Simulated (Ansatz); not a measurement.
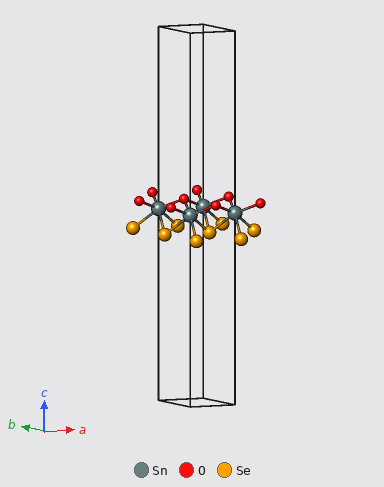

View from the side at a slight tilt, drawn as a ball-and-stick model. The lines enclose the simulation cell; boundary atoms appear with their images. A few atoms beyond the faces are included.

SnSeO, a = 3.53 Å, b = 3.53 Å, c = 29.30 Å, α = 90.00°, β = 90.00°, γ = 120.00°.

Calculation details: Ansatz 0.2.0, DFT, HSE06, plane waves, PAW; plane-wave cutoff 420 eV, a 6×6×1 grid in reciprocal space, Fermi-Dirac smearing of 0.02 eV, no spin polarisation.

What does the calculation say: metal or gapped?

Answer. A semiconductor at this level, with a gap of 0.63 eV, direct.

Starting structure: a structure type filled with these elements by a generator (whether the compound takes this form wasn't checked). The cell was then strained or its atoms displaced on purpose. It was the input of a calculation with Ansatz.
